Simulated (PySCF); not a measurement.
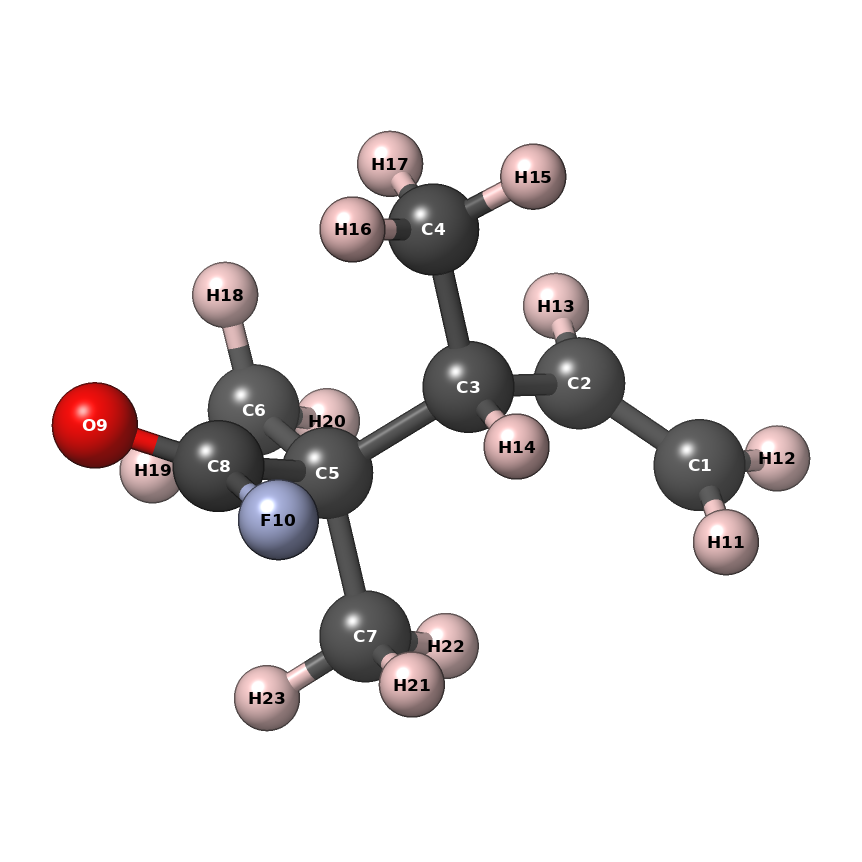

The computed structure is the end point of a GFN2-xTB optimisation. No frequency run is at hand to confirm it as a minimum. Electric field gradients from the ground-state density, PBE0/pcSseg-1 (PySCF 2.14.0), non-relativistic apart from any core potentials.

Give the largest field-gradient component, the quadrupole coupling constant and the asymmetry for 17O at O9 (Q = −25.6 mb), 2H at H11 (Q = 2.86 mb), 2H at H12 (Q = 2.86 mb).

```
atom  V_zz (a.u.)  e²qQ/h (MHz)     η
  O9       −1.597          9.61  0.46
 H11        0.335         0.225  0.05
 H12        0.337         0.227  0.05
```
